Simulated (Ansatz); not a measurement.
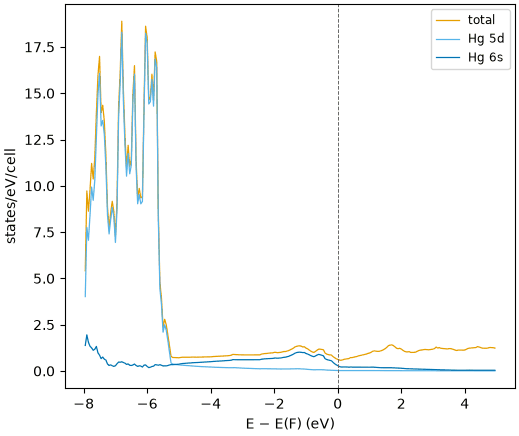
Total and projected density of states of Hg in space group P6/mmm (No. 191; Hg on 2d, Hg on 1a), LDA (plane waves, PAW; program Ansatz)

**Question.** Which orbitals carry the states next to the Fermi level?

**Answer.** Within 0.5 eV of the Fermi level: Hg 6s 52 %, outside the projected shells 44 %. Projections are on Löwdin-orthogonalised atomic valence shells; empty p or d shells of many metals are not among them.

**Question.** Where is the tallest occupied peak in this window, and what makes it?

**Answer.** Near -6.8 eV, about 19 states/eV per cell; the largest projected share is Hg 5d.

The first step of the workflow began from a Materials Project structure, measured or hypothetical; the Crystallography Open Database files this formula in space group No. 191, but the cells were not matched. It is not the usual solid phase (space group No. 166). Symmetry was held in the LDA relaxation; whether a distortion lowers the energy is not shown. The substance is a gas or liquid at ambient conditions. Spin–orbit coupling is left out wherever it is not named.

Potentials: the later of the program's two PAW sets.
